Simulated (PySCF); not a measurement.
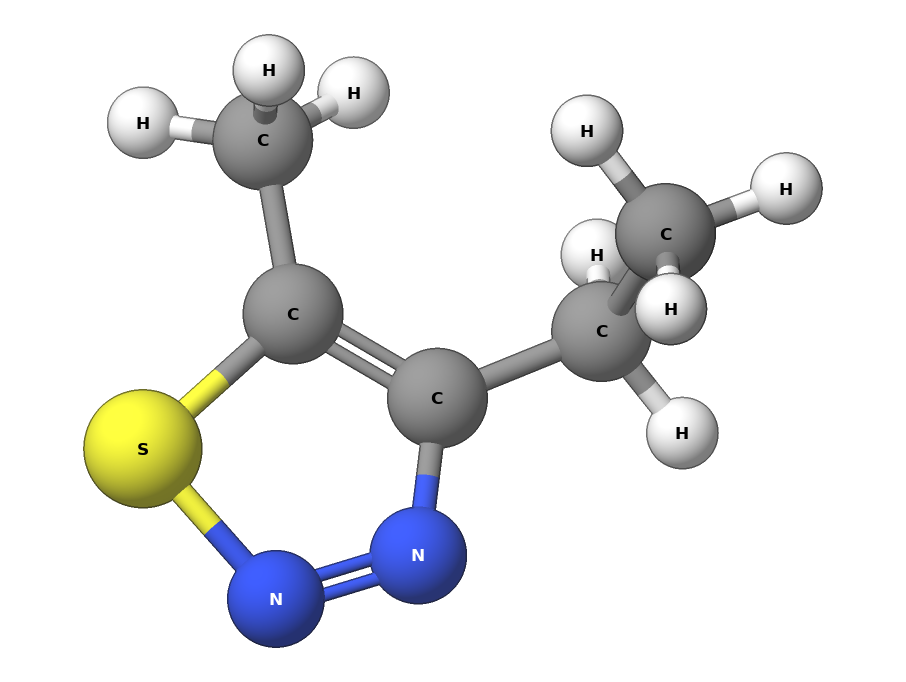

Rendered structure (ball-and-stick style).

Computed geometry: GFN2-xTB optimisation. No frequency run is at hand to confirm it as a minimum.

**Count the atoms of each element.**

C5H8N2S, 16 atoms: 5 carbon, 8 hydrogen, 2 nitrogen and 1 sulfur.

**What is its SMILES?**

CCc1nnsc1C

**Does it have rings?**

Independent rings (smallest set): 1 of 5 members, 1 of them aromatic.

More results for the same structure follow; atom numbers are the same in all pictures, views and colours differ.

### Shape

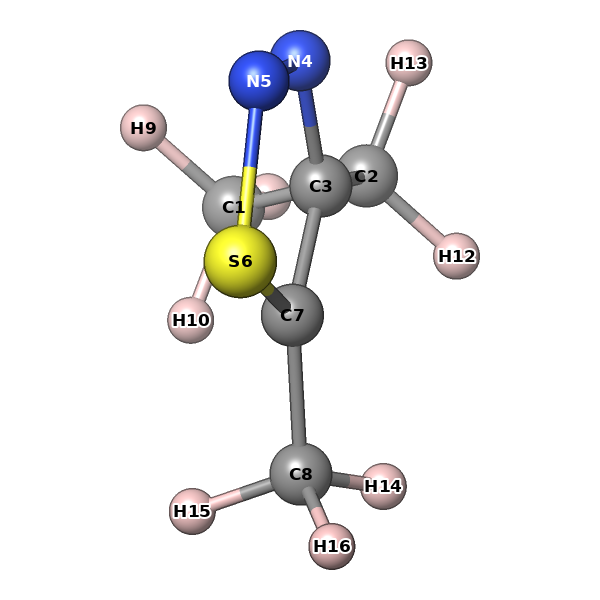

C2 lies behind C3. The molecule seen a little off the C3–C2 bond, C3 in front. Distant atoms are faded towards the background colour. No frequency run is at hand to confirm it as a minimum.

**What is the torsion angle N4–C3–C2–C1? The sign is positive where the front bond must turn clockwise to cover the back bond.**

−104°, anticlinal.

### Dipole moment

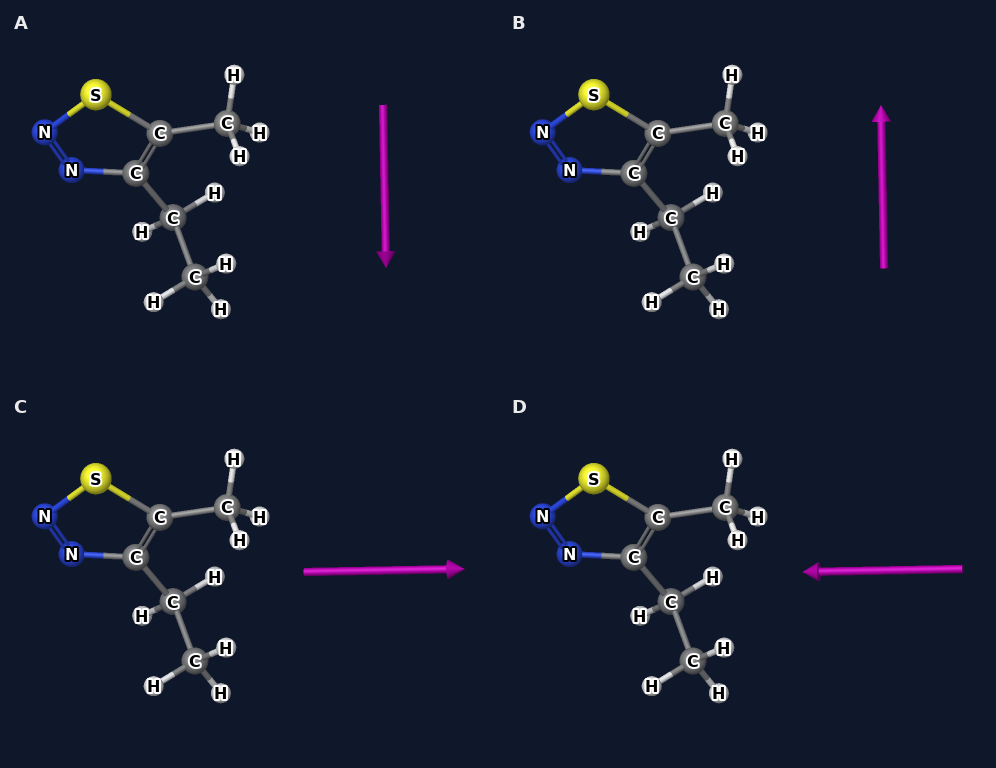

The same molecule four times, each with an arrow. No frequency run is at hand to confirm it as a minimum. Level of theory: CAM-B3LYP/def2-SVPD, gas phase (PySCF 2.14.0).

**Which arrow points along the dipole moment, from the negative to the positive end?**

C. The dipole moment is 4.29 D.

### Polarisability

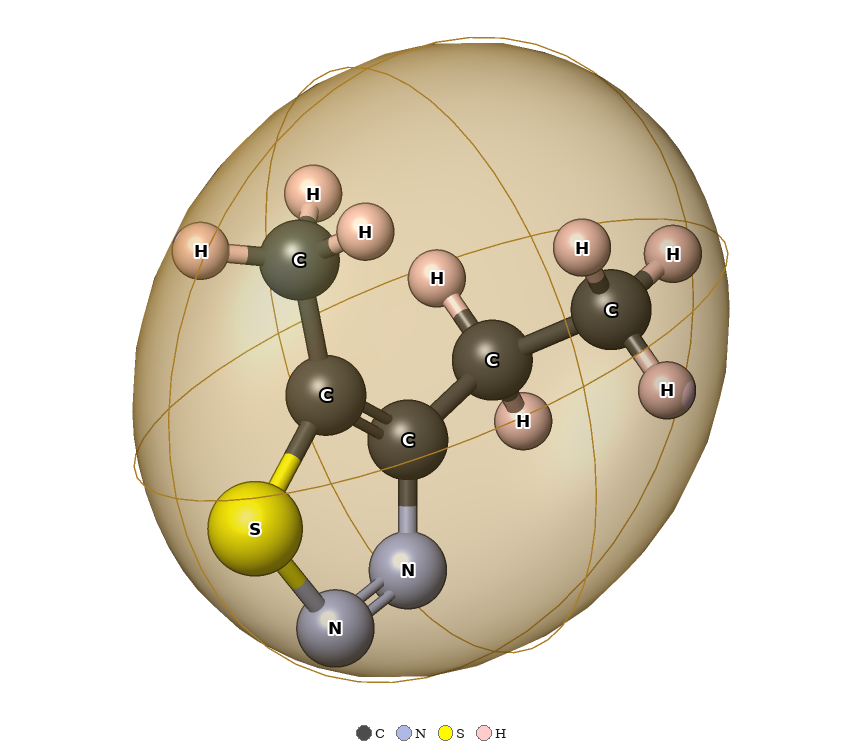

The ellipsoid shows the static dipole polarisability: its half-axes are proportional to the principal values. No frequency run is at hand to confirm it as a minimum. Method: CAM-B3LYP/def2-SVPD (PySCF 2.14.0).

**How large and how anisotropic is the polarisability?**

Principal values 65.2, 93.3, 107.0 bohr³; mean 88.5 bohr³ (13.12 Å³); anisotropy 36.9 bohr³, so the longest axis is 1.64 times the shortest.

### Excitation

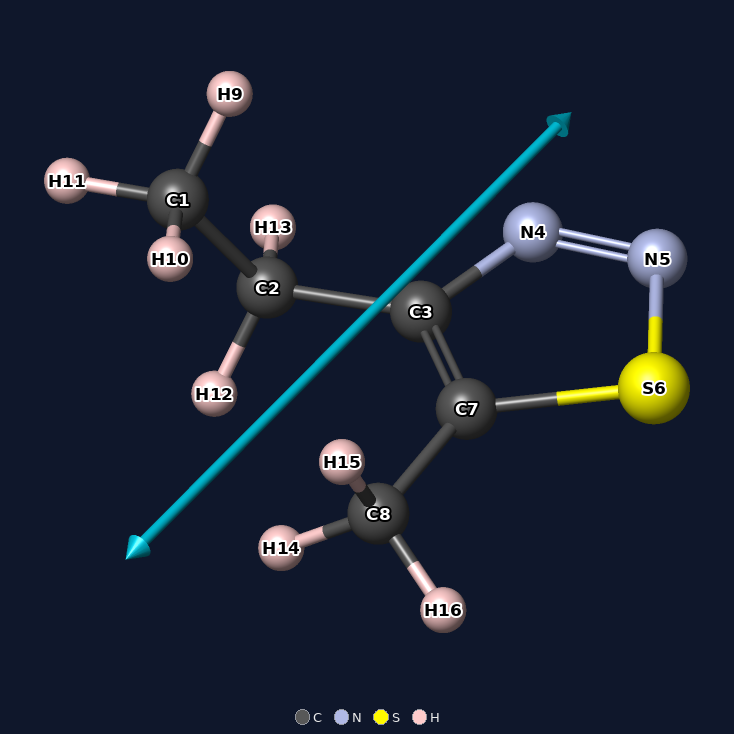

The double arrow shows the direction of the transition dipole to excited singlet state 3 (its length means nothing). No frequency run is at hand to confirm it as a minimum. Level of theory: TDDFT CAM-B3LYP/def2-SVPD, vertical, gas phase, core orbitals frozen in the response (PySCF 2.14.0).

**How is the transition polarised?**

Nearly parallel to the C7–C8 bond.

**Give its energy, strength and character.**

5.85 eV (212 nm), oscillator strength 0.068, of mixed character, with the largest part HOMO → LUMO+1 (weight 0.34); transition dipole 1.75 D.
